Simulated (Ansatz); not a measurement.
A series of calculations on SnPH₇

Part 1: Relaxation

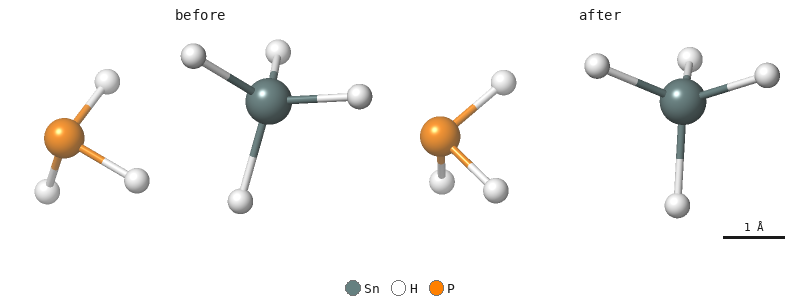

The structure of SnPH7 before (left) and after (right) a relaxation, at one scale.

A ball-and-stick model, seen at a tilt.

The run prepares an end point of a later path (reaction) calculation, from a guessed geometry.

Computed with RKS PBE0-D4/def2-SVP in Ansatz 0.2.0. (no spin polarisation; force threshold 0.03 eV/Å; at most 50 steps)

Describe what moved and what it gained.

Answer. After 9 accepted moves (10 points after the start) the energy has fallen by 3.95 kcal/mol. The largest force component goes from 0.39 to 0.0068 eV/Å. The line search rejected the trial step at point 6 of the run. The largest move after the best rigid fit is that of an H atom, 0.70 Å. By element the largest moves are H 0.70 Å, P 0.44 Å, Sn 0.24 Å. Some distances before and after: H–Sn 1.730 → 1.711 Å, H–P 1.424 → 1.429 Å. Cost: 42 s on 1 thread of AMD EPYC 7R43 64-Core Processor (Zen 3) (shared host), peak memory 0.17 GiB.

Part 2: Relaxation

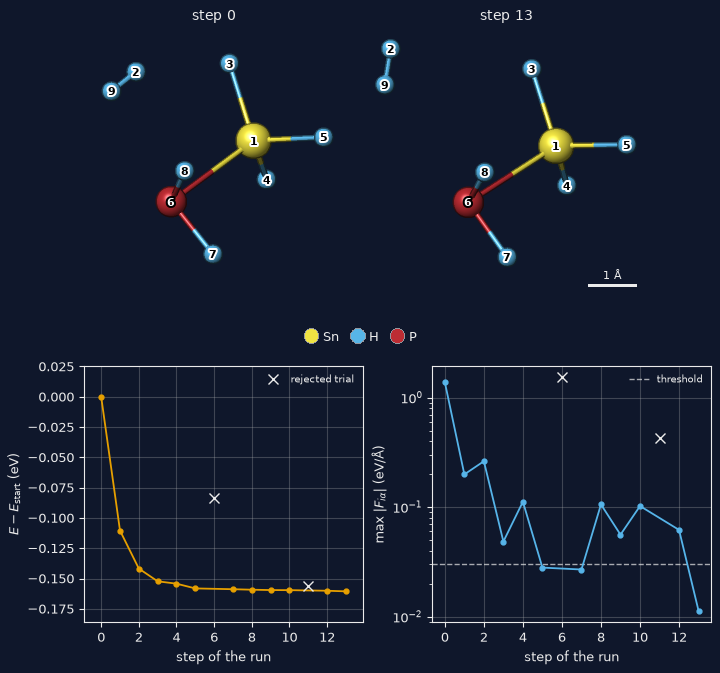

First and last geometry of a relaxation of SnPH₇, with the history of the run. The picture is a ball-and-stick view, seen at a tilt.

The run prepares an end point of a later path (reaction) calculation, from a guessed geometry.

The calculation used RKS PBE0-D4/def2-SVP in Ansatz. Settings: no spin polarisation; force threshold 0.03 eV/Å; at most 50 steps.

Did the run converge, and what did it change?

Answer. It converged. H2 moves most after the best rigid fit: 0.97 Å. Largest moves by element: H 0.97 Å, Sn 0.25 Å, P 0.11 Å. Some distances before and after: Sn1–P6 2.475 → 2.523 Å, H2–H9 0.720 → 0.762 Å. Bond angles that change, for instance: H3–Sn1–P6 111.6° → 108.4°. Over 11 accepted moves (13 points after the start) the energy falls by 0.161 eV. Largest force component: 1.4 eV/Å at the start, 0.011 eV/Å at the end. The line search rejected the trial steps at points 6, 11 of the run. The forces were under the threshold at step 5, but the run went on from there. The run took 56 s on 1 thread of AMD EPYC 7R43 64-Core Processor (Zen 3) (shared host), peak memory 0.17 GiB.

Limits of the set-up: the start holds two separate molecules, 2.2 Å apart at their closest, whose relative position is a soft coordinate.

Part 3: Path

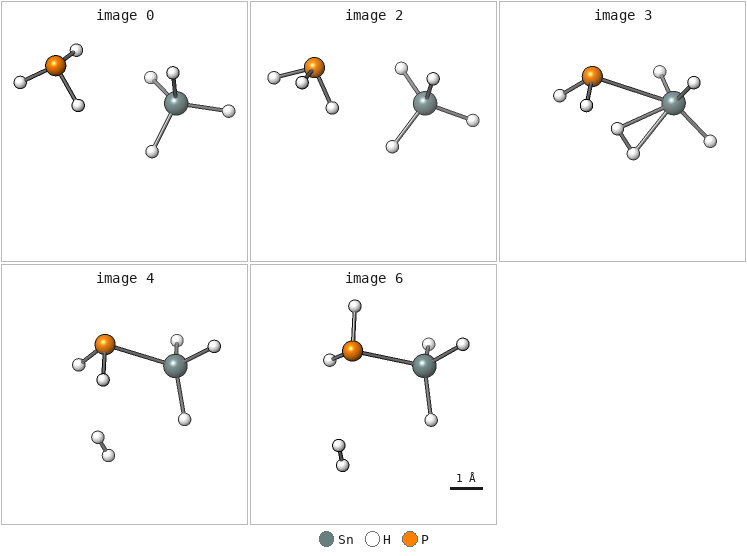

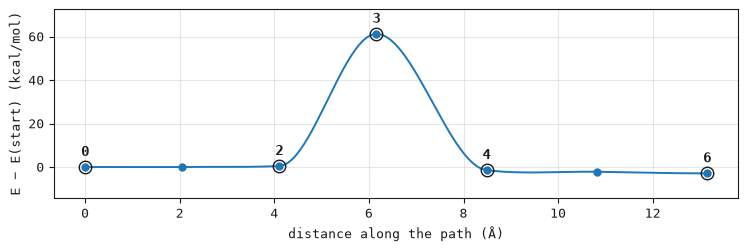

NEB run on SnPH7, made up of SnH4 and PH₃. Images are numbered from 0 (start) to 6 (end). A ball-and-stick model, seen at a tilt.

Theory: Ansatz 0.2.0, RKS PBE0-D4/def2-SVP. Set-up: 5 movable images; climbing image; force threshold 0.05 eV/Å; iteration limit 60; starting path through a guess of the saddle point.

Question: Read off the barrier and say what moves.

Answer: Forward barrier 61.2 kcal/mol, backward barrier 64.2 kcal/mol, with image 3 at the top; the reaction energy is −2.9 kcal/mol. Breaking: H–P (1.43 → 3.02 Å), H–Sn (1.71 → 4.16 Å). Forming: H–H (3.10 → 0.76 Å), P–Sn (4.33 → 2.52 Å). The band converged in 28 iterations. The largest component of the band force went from 5.3 to 0.04 eV/Å. The climbing image converged on the top of the path. Its vibrational analysis gives one imaginary mode (1650i cm⁻¹), as a transition state must have.

Limits of the set-up: the start holds two separate molecules, 3.1 Å apart at their closest, whose relative position is a soft coordinate.

The run took 9 min on 1 thread of AMD EPYC 7R43 64-Core Processor (Zen 3), on a shared host, peak memory 0.18 GiB.
